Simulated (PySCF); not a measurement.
```
atom    x (Å)    y (Å)    z (Å)
   O   1.7452   0.9302   0.9268
   C   1.6499   0.3949  -0.1570
   O   2.7166   0.3043  -0.9830
   C   0.4310  -0.1972  -0.6931
  Si  -1.0575   1.0312  -0.5288
   C  -1.7945  -0.1303   0.8068
  Si  -0.3721  -1.3984   0.5969
   H   3.4889   0.7154  -0.5653
   H   0.6233  -0.6033  -1.6829
   H  -1.8135   1.0818  -1.7837
   H  -0.6860   2.3690  -0.0830
   H  -1.8291   0.3195   1.7955
   H  -2.7928  -0.5068   0.6008
   H   0.4451  -1.6470   1.7783
   H  -0.7588  -2.6552  -0.0503
```

Geometry: GFN2-xTB.

All numbers below come from B3LYP/def2-SVPD, SCF density, gas phase in PySCF 2.14.0.

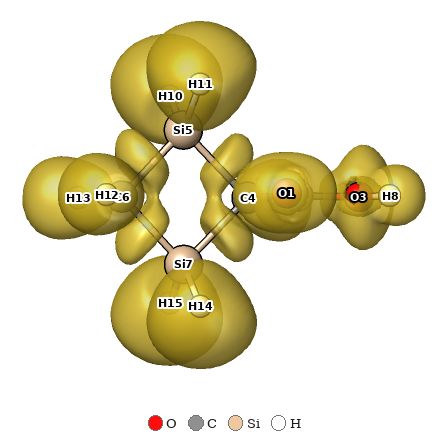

C$_{3}$H$_{8}$O$_{2}$Si$_{2}$ (SMILES O=C(O)C1[SiH2]C[SiH2]1). Isosurface of the electron localisation function at 0.75 (yellow), seen across its widest extent. Core shells and regions of very low density are left out.

Question: Identify the bonds, lone pairs and shells in this picture.

Answer: At this value the surface marks out one region between bonded C–C atoms (shared pairs), seven regions around hydrogen nuclei, two regions on C in which the atom's valence shell and bonds are merged, one region on O in which the atom's valence shell and bonds are merged and one joined region spread over several atoms (H, O), in which their bonds and any lone pairs are merged.

Values along the shortest contacts:
C–O (1.21 Å): the ELF peaks at about 0.85 between the atoms; a short, multiple covalent bond. C–C (1.46 Å): the ELF peaks at about 0.95 between the atoms; localised, covalent bonding.
